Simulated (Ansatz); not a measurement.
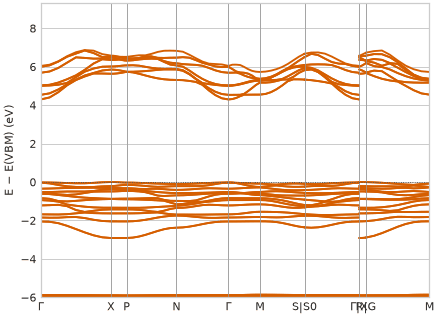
Fig. 1. Band structure from PBEsol with spin–orbit coupling (plane waves, PAW; program Ansatz)

### Question
Read off the gap and where the band edges lie.

### Answer
About 4.3 eV (4.30 eV by a search for the band edges); maximum at X, minimum at Γ.

The material is Cs₂CaBr₄ in space group I4/mmm (No. 139; Cs on 4e, Ca on 2a, Br on 4e, Br on 4c).

The workflow started from a Materials Project entry (that database holds measured and hypothetical structures alike); the Crystallography Open Database copy checked does not list it. Its standing as an ambient phase is unchecked. The PBEsol relaxation kept the symmetry of its start; whether a distortion lowers the energy is not shown.

Potentials: the later of the program's two PAW sets.
